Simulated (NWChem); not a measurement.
**One shape, several levels: CH3N (methanimine)**

Aim: a comparison of 5 runs (HF/STO-3G, HF/3-21G, B3LYP/6-31G*, B2PLYP/cc-pVTZ) of CH3N (methanimine). 

The calculation is run with NWChem 7.3.0.

1 further run of the same task is left out (set aside as unsound or not needed).

**1. The molecule**

The species is CH3N (5 atoms), meant as a singlet with charge 0. SMILES: `C=N`. One bond was lengthened or shortened from a relaxed shape.

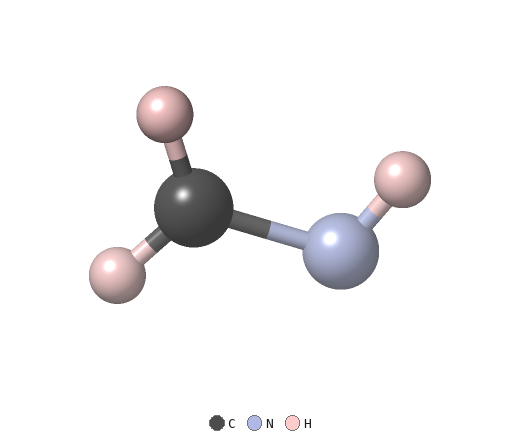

Viewed from a chosen angle; carbon dark grey, nitrogen light blue, hydrogen pink.

**2. The energy at HF/STO-3G (run 1)**

Contents of mymol.nw:

```
start mymol
memory total 2200 mb
geometry units angstroms noautosym nocenter noautoz
  C     -0.235299    -0.698706     0.117161
  N      0.623200     0.654300    -0.225900
  H     -1.288299    -0.712806     0.421861
  H      0.259401    -1.669106     0.042961
  H      0.046700     1.489800    -0.118600
end
basis "ao basis" spherical bse
  * library STO-3G
end
scf
  thresh 1e-08
  maxiter 80
  print medium
end
task scf
```

Launch:

```sh
$ nwchem mymol.nw > mymol.out
```

Output:

```text
[...]
  functions       =    13
[...]
  wavefunction    = RHF
[...]
         Total SCF energy =    -92.688838629878
      One-electron energy =   -181.875562849309
      Two-electron energy =     61.022486173867
 Nuclear repulsion energy =     28.164238045564
        Time for solution =      0.2s
[...]
```

Run time: 0.8 s. Hardware: 1 thread of Intel Xeon Platinum 8488C (Sapphire Rapids), shared host; peak memory 0.099 GiB.

**3. The energy at HF/3-21G (run 2)**

Contents of calc.nw:

```
start calc
memory stack 880 mb heap 220 mb global 1100 mb

geometry noautosym nocenter noautoz
C    -0.235299   -0.698706    0.117161
N     0.623200    0.654300   -0.225900
H    -1.288299   -0.712806    0.421861
H     0.259401   -1.669106    0.042961
H     0.046700    1.489800   -0.118600
end

basis spherical bse
* library 3-21G
end

scf
thresh 1e-08
maxiter 80
end

task scf energy
```

Launch:

```sh
$ nwchem calc.nw > calc.out
```

Output:

```text
[...]
  functions       =    24
[...]
  wavefunction    = RHF
[...]
         Total SCF energy =    -93.384782058479
      One-electron energy =   -181.621543918765
      Two-electron energy =     60.072523814721
 Nuclear repulsion energy =     28.164238045564
        Time for solution =      0.2s
[...]
```

Wall time 0.83 s (1 thread of Intel Xeon Platinum 8488C (Sapphire Rapids), shared host); peak memory 0.1 GiB.

**4. A single-point energy at B3LYP/6-31G(d) (spherical functions) (run 3)**

Contents of ch3n.nw:

```
start ch3n
memory stack 880 mb heap 220 mb global 1100 mb

geometry units angstrom noautosym nocenter noautoz
C     -0.235299    -0.698706     0.117161
N      0.623200     0.654300    -0.225900
H     -1.288299    -0.712806     0.421861
H      0.259401    -1.669106     0.042961
H      0.046700     1.489800    -0.118600
end

basis spherical bse
C library 6-31G*
N library 6-31G*
H library 6-31G*
end

dft
xc b3lyp
grid xfine
convergence energy 1e-08
iterations 100
mulliken
end

task dft
```

Launch:

```sh
$ nwchem ch3n.nw > ch3n.out
```

Output:

```text
[...]
          Wavefunction type:  closed shell.
          No. of atoms     :     5
          No. of electrons :    16
[...]
          Charge           :     0
          Spin multiplicity:     1
[...]
          AO basis - number of functions:    34
[...]
              XC Information
              --------------
                         B3LYP Method XC Potential
                     Hartree-Fock (Exact) Exchange  0.200
                        Slater Exchange Functional  0.800 local
                    Becke 1988 Exchange Functional  0.720 non-local
              Lee-Yang-Parr Correlation Functional  0.810
                  VWN I RPA Correlation Functional  0.190 local
[...]
 d= 0,ls=0.0,diis     1    -94.4342752836 -1.23D+02  5.12D-02  6.05D-01     0.8
[...]
 d= 0,ls=0.0,diis    10    -94.5318891334 -1.96D-09  1.36D-06  4.26D-09     6.3
         Total DFT energy =      -94.531889133408
      One electron energy =     -182.661251337062
           Coulomb energy =       73.180787341732
    Exchange-Corr. energy =      -13.215663183642
 Nuclear repulsion energy =       28.164238045564
[...]
      Total Density - Mulliken Population Analysis
     ---------------------------------------------
    Atom       Charge   Shell Charges
 -----------   ------   -------------------------------------------------------
    1 C    6     6.18   2.00  0.71  1.84  0.65  0.96  0.03
    2 N    7     7.48   2.00  0.86  2.17  1.00  1.43  0.02
    3 H    1     0.83   0.52  0.31
    4 H    1     0.81   0.52  0.29
    5 H    1     0.69   0.52  0.18
[...]
```

Wall time 6.9 s (1 thread of Intel Xeon Platinum 8488C (Sapphire Rapids), shared host); peak memory 0.12 GiB.

Run 4 isn't shown in full; the table further down has it.

**5. The energy at B2PLYP/cc-pVTZ (run 5)**

Contents of work.nw:

```
echo
start work
memory 2200 mb

geometry units angstroms noautosym nocenter noautoz
  C    -0.235299   -0.698706    0.117161
  N     0.623200    0.654300   -0.225900
  H    -1.288299   -0.712806    0.421861
  H     0.259401   -1.669106    0.042961
  H     0.046700    1.489800   -0.118600
end

basis spherical bse
  * library cc-pVTZ
end

dft
  xc hfexch 0.53 becke88 0.47 lyp 0.73 mp2 0.27
  dftmp2 semidirect
  grid fine
  convergence energy 1e-08
  iterations 100
  mulliken
  noprint "final vectors analysis"
end

mp2
  freeze core 2
end

task dft
```

Launch:

```sh
$ nwchem work.nw > work.out
```

Output:

```text
[...]
          Wavefunction type:  closed shell.
          No. of atoms     :     5
          No. of electrons :    16
[...]
          Charge           :     0
          Spin multiplicity:     1
[...]
          AO basis - number of functions:   102
[...]
              XC Information
              --------------
                     Hartree-Fock (Exact) Exchange  0.530
                    Becke 1988 Exchange Functional  0.470
              Lee-Yang-Parr Correlation Functional  0.730
[...]
 d= 0,ls=0.0,diis     1    -94.2774438583 -1.22D+02  7.91D-03  5.23D-01     2.9
[...]
 d= 0,ls=0.0,diis    12    -94.3555282667 -2.56D-10  7.23D-08  5.19D-11    18.0
         Total DFT energy =      -94.355528266730
      One electron energy =     -182.539774754757
           Coulomb energy =       72.999489757987
    Exchange-Corr. energy =      -12.979481315524
 Nuclear repulsion energy =       28.164238045564
[...]
      Total Density - Mulliken Population Analysis
     ---------------------------------------------
    Atom       Charge   Shell Charges
 -----------   ------   -------------------------------------------------------
    1 C    6     6.12   1.96  0.19  0.83  0.35  0.74  1.35  0.65  0.01  0.04  0.00
    2 N    7     7.33   1.95  0.24  0.98  0.57  0.90  1.58  1.08  0.00  0.03  0.00
    3 H    1     0.86   0.27  0.47  0.10  0.01  0.02  0.00
    4 H    1     0.85   0.27  0.46  0.09  0.01  0.02  0.00
    5 H    1     0.83   0.27  0.44  0.07  0.01  0.04  0.00
[...]
  Basis functions       =    102
[...]
```

It took 21 s on 1 thread of Intel Xeon Platinum 8488C (Sapphire Rapids), shared host; peak memory 0.22 GiB.

**6. The series**

| run | level | iteration cap | module | energy (Eh) | dipole moment (D) | HOMO energy (eV) | LUMO energy (eV) | wall time |
| --- | --- | --- | --- | --- | --- | --- | --- | --- |
| 1 | HF/STO-3G | 80 | scf | -92.688839 | 2.09 | -7.31 | 5.12 | 0.8 s |
| 2 | HF/3-21G | 80 | scf | -93.384782 | 2.58 | -9.69 | 2.23 | 0.83 s |
| 3 | B3LYP/6-31G* (spherical functions) | 100 | dft | -94.531889 | 2.28 | -7.29 | -2.25 | 6.9 s |
| 4 | B3LYP/6-31G* (Cartesian functions) | 100 | dft | -94.534287 | 2.29 | -7.30 | -2.26 | 8.1 s |
| 5 | B2PLYP/cc-pVTZ | 100 | dft | -94.496966 | 2.45 | – | – | 21 s |

**7. Summary of results**

| quantity | value |
| --- | --- |
| run 5: total energy | -94.49697 Eh |
| run 5: dipole moment (SCF part) | 2.45 D |

The dipole moment (its size) runs from 2.09 D (HF/STO-3G) to 2.58 D (HF/3-21G). Over runs 1, 2, 3, 4 the HOMO–LUMO gap runs from 5.04 eV (B3LYP/6-31G*) to 12.43 eV (HF/STO-3G). The two ends differ in method and basis. Totals of different functionals can't be ranked against each other. In run 1 the basis is minimal, so the values are rough. All runs together took 38 s, the longest 21 s.
